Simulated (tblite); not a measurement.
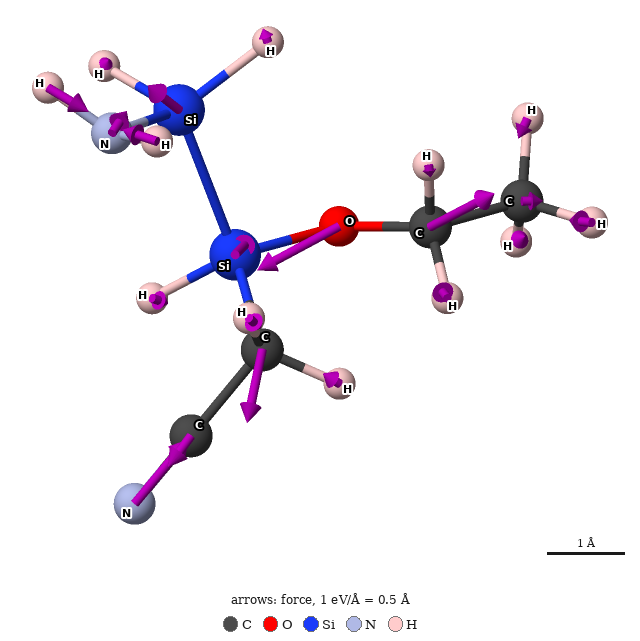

Starting geometry of C4H12N2OSi2 with the computed forces as purple arrows. Style: ball-and-stick. Shown at a tilt.

These are results of tblite, GFN2-xTB geometry optimisation, gas phase, not measurements. 

Is this structure relaxed? If not, where do the atoms go?

It isn't relaxed: the largest force vector, on a C atom, is 2.51 eV/Å. The final displacements have little in common with the starting forces (cosine between the two patterns 0.21). After 247 geometry steps the energy has fallen by 26.1 kcal/mol. The largest move after the best rigid fit is that of an H atom, 2.32 Å. Largest moves by element: H 2.32 Å, N 1.95 Å, O 1.77 Å, C 0.94 Å, Si 0.77 Å. Some distances before and after: O–Si 1.704 → 1.628 Å, Si–Si 2.234 → 2.303 Å, N–Si 1.780 → 1.716 Å, C–C 1.469 → 1.418 Å. Among the angles between lasting bonds that change: O–Si–C 113.6° → 98.5°, C–O–Si 115.8° → 127.8°, O–C–H 115.3° → 106.5°. Groups turn about O–Si by about 140°, C–O by about 120°, C–Si by about 70°. The run took 4.3 s on 1 thread of Arm Neoverse N1, with other jobs on the host.
